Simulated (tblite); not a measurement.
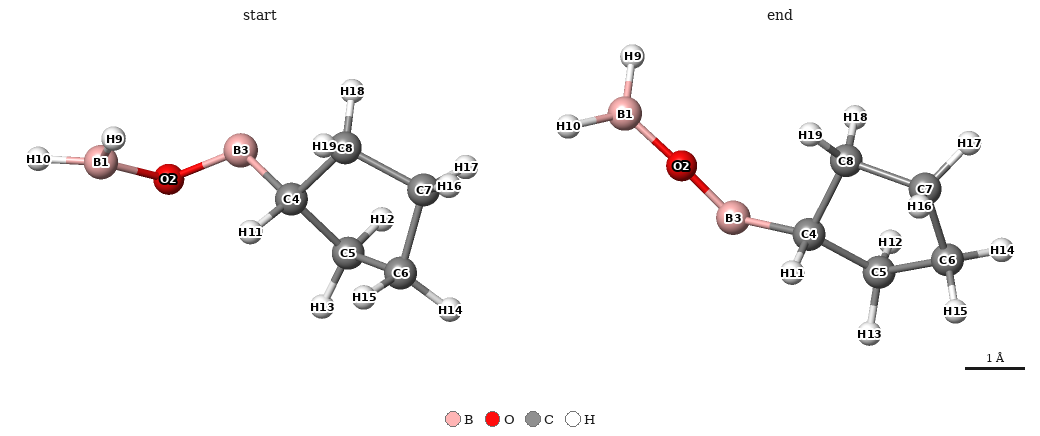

The structure of C$_{5}$H$_{11}$B$_{2}$O (multiplicity 2) before (left) and after (right) a relaxation, at one scale.

A ball-and-stick model, seen from a free direction.

Method: tblite 0.8.0, GFN2-xTB geometry optimisation, gas phase. 

Q: What changed between the two?

A: The energy falls by 1.712 eV in 190 geometry steps. The atom that moves furthest after the best rigid fit is H9 (2.21 Å). Largest moves by element: H 2.21 Å, B 1.26 Å, O 0.90 Å, C 0.61 Å. Among the contacts that change: O2–B3 1.444 → 1.258 Å, B1–O2 1.463 → 1.324 Å, C4–C8 1.506 → 1.539 Å, C7–H17 1.119 → 1.090 Å. Among the angles between lasting bonds that change: B1–O2–B3 112.7° → 175.5°, O2–B3–C4 122.9° → 131.8°, C5–C6–C7 97.8° → 105.9°. Groups turn about B3–C4 by about 125°.
